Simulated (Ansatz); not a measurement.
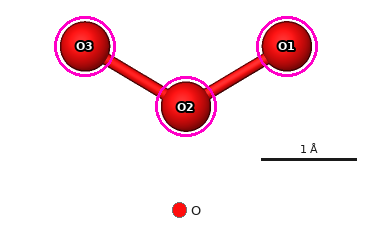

A scan of O₃: the O1–O2 distance and the O3–O2–O1 angle are varied on a grid, with the rest of the molecule carried along rigidly. The picture shows the minimum geometry. The ringed atoms are those of the scanned coordinate. A ball-and-stick model, seen face on.

Computed with Ansatz: PBE-D4, basis def2-TZVPP, on geometries moved rigidly from the minimum at PBE0-D4/def2-TZVP. Energies are counted from the PBE0-D4/def2-TZVP minimum geometry at the same level.

```xyz
3

O     0.8487   -0.5359    0.4095
O    -0.2289   -0.3176   -0.1594
O    -0.6198    0.8535   -0.2501
```

### What energies does the calculation give on a grid with rows 1.089, 1.152, 1.244, 1.351, 1.470, 1.597, 1.733 and columns 100.4, 106.4, 112.4, 118.4, 124.4, 130.4, 136.4 (O1–O2 distance (Å); O3–O2–O1 angle (°))?

Rows: O1–O2 distance (Å); columns: O3–O2–O1 angle (°); values in kcal/mol.

```tsv
	100.4	106.4	112.4	118.4	124.4	130.4	136.4
1.089	58.4	41.2	31.3	27.1	27.7	32.2	40.0
1.152	36.5	21.4	12.9	9.7	10.7	15.3	22.9
1.244	21.2	8.7	2.0	−0.3	1.2	5.8	13.1
1.351	17.1	7.1	1.9	0.5	2.3	6.7	13.4
1.470	20.9	13.1	9.1	8.3	10.0	13.9	19.8
1.597	29.1	22.9	19.9	19.3	20.9	24.3	29.2
1.733	39.4	34.6	32.2	31.9	33.2	35.9	39.9
```

In pairs of (O1–O2 distance (Å); O3–O2–O1 angle (°)): the lowest computed point lies at (1.244, 118.4) (−0.3 kcal/mol), the highest at (1.089, 100.4) (58.4 kcal/mol).  Over the ranges scanned the energy rises more along the first axis, the O1–O2 distance.
